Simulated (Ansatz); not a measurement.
**USVWN5/def2-SVPD run of Si2H5O (SMILES O[SiH][SiH3])**

Aim: the vertical doublet–quartet gap of Si2H5O at USVWN5/def2-SVPD, from 2 runs. 

The results are computed with Ansatz 0.2.0.

49 further runs of the same task are left out: 49 set aside as unsound or not needed.

### 1 Starting point

Si2H5O has 8 atoms, charge 0, and is taken as a doublet. As SMILES, `O[SiH][SiH3]`. The coordinates come from a PBE0-D4/def2-TZVP relaxation. This is one conformer, not always the lowest.

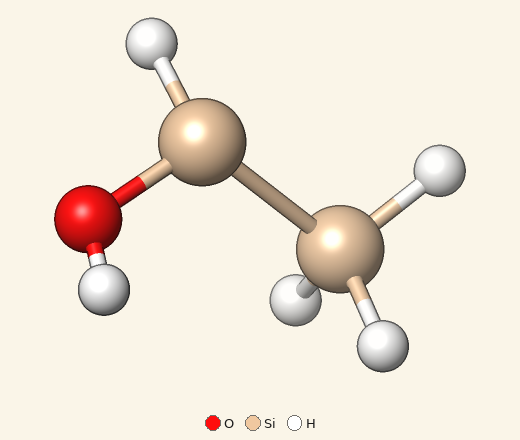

The structure, seen from a chosen angle (oxygen red, silicon light orange, hydrogen white).

### 2 The energy at USVWN5/def2-SVPD

job.yaml reads:

```yaml
crystal:
  periodic: [false, false, false]
  atoms:
    - {symbol: O, position_ang: [-0.929000, 0.938400, -1.717100]}
    - {symbol: Si, position_ang: [0.090400, 1.134000, -0.425000]}
    - {symbol: Si, position_ang: [0.314200, -0.774200, 0.917600]}
    - {symbol: H, position_ang: [-1.805900, 0.598400, -1.530300]}
    - {symbol: H, position_ang: [1.378700, 1.582300, -1.024400]}
    - {symbol: H, position_ang: [1.190000, -0.426800, 2.069000]}
    - {symbol: H, position_ang: [0.883900, -1.960400, 0.216700]}
    - {symbol: H, position_ang: [-1.030200, -1.148700, 1.437600]}
basis:
  gaussian: {orbitals: def2-SVPD}
magnetization: {spin_polarized: true, initial_magnetization: 1}
hamiltonian: {xc: {name: SVWN5}}
accuracy: high
output: {orbitals: {seedname: orbitals}}
```

On the command line:

```bash
ansatz run job.yaml --threads 1 --pin off --max-ram 3480MiB --events-out events.jsonl --progress --plain --runs-dir runs
```

Output:

```text
Warning: RAYON_NUM_THREADS=1 ignored (pool sized by the plan → 1); use --threads N
Functional definition: SVWN5
  name "SVWN5"
  exchange = slater_x
  correlation = vwn5_c
2160 factors; integrals over basis functions are off by at most 3.6e-9 eV
mean field evaluation 1: about -17791.6526 eV, gradient 4.2e1 eV
mean field evaluation 2: about -17736.2348 eV, gradient 1.1e2 eV
mean field evaluation 4: about -17797.9240 eV, gradient 5.7e0 eV
mean field evaluation 8: about -17798.1785 eV, gradient 3.8e-1 eV
mean field evaluation 16: about -17798.1794 eV, gradient 7.8e-5 eV
mean field -17798.17938924 eV, -654.0710285153 hartree, gradient 4.2e-8 eV, S^2 0.751310; 0 other end points of the search recorded, 0 dependent functions left out
reference -17798.17939370 eV, -654.0710286791 hartree; 21, 20 occupied and 90, 91 virtual orbitals, 2160 factors
Total energy: -17798.17939370 eV, -654.0710286791 hartree
```

It took 6.3 s on 1 thread of Arm Neoverse V2, shared host; peak memory 0.33 GiB.

### 3 The quartet

in.yaml reads:

```yaml
crystal:
  periodic: [false, false, false]
  atoms:
    - {symbol: O, position_ang: [-0.929000, 0.938400, -1.717100]}
    - {symbol: Si, position_ang: [0.090400, 1.134000, -0.425000]}
    - {symbol: Si, position_ang: [0.314200, -0.774200, 0.917600]}
    - {symbol: H, position_ang: [-1.805900, 0.598400, -1.530300]}
    - {symbol: H, position_ang: [1.378700, 1.582300, -1.024400]}
    - {symbol: H, position_ang: [1.190000, -0.426800, 2.069000]}
    - {symbol: H, position_ang: [0.883900, -1.960400, 0.216700]}
    - {symbol: H, position_ang: [-1.030200, -1.148700, 1.437600]}
basis:
  gaussian:
    orbitals: def2-SVPD
magnetization:
  spin_polarized: true
  initial_magnetization: 3
hamiltonian:
  xc: {name: SVWN5}
accuracy: high
output: {orbitals: {seedname: orbitals}}
```

On the command line:

```bash
ansatz run in.yaml --threads 1 --pin off --max-ram 3480MiB --events-out events.jsonl --progress --plain --runs-dir runs
```

Output:

```text
Warning: RAYON_NUM_THREADS=1 ignored (pool sized by the plan → 1); use --threads N
[... 4 set-up lines as earlier in the session ...]
2160 factors; integrals over basis functions are off by at most 3.6e-9 eV
mean field evaluation 1: about -17785.8550 eV, gradient 4.3e1 eV
mean field evaluation 2: about -17691.8820 eV, gradient 1.3e2 eV
mean field evaluation 4: about -17785.1557 eV, gradient 3.1e1 eV
mean field evaluation 8: about -17792.8060 eV, gradient 2.8e-1 eV
mean field evaluation 16: about -17792.8007 eV, gradient 5.2e-4 eV
mean field evaluation 32: about -17791.1240 eV, gradient 4.5e0 eV
mean field -17792.80073277 eV, -653.8733665358 hartree, gradient 2.7e-8 eV, S^2 3.751765; 4 other end points of the search recorded, 0 dependent functions left out
reference -17792.80073711 eV, -653.8733666953 hartree; 22, 19 occupied and 89, 92 virtual orbitals, 2160 factors
Total energy: -17792.80073711 eV, -653.8733666953 hartree
```

It took 8.4 s on 1 thread of Arm Neoverse V2, shared host; peak memory 0.38 GiB.

### 4 What came out

Level: USVWN5/def2-SVPD.

| quantity | value |
| --- | --- |
| doublet: total energy | -654.07103 Eh |
| doublet: HOMO energy (highest over α and β) | -4.63 eV |
| doublet: LUMO energy (lowest over α and β) | -3.59 eV |
| doublet: ⟨S²⟩ | 0.751 |
| quartet: total energy | -653.87337 Eh |
| quartet: HOMO energy (highest over α and β) | -2.22 eV |
| quartet: ⟨S²⟩ | 3.752 |
| vertical energy of the quartet above the doublet | 5.379 eV |

In words: At this shape the quartet lies 5.38 eV (124 kcal/mol) above the doublet.
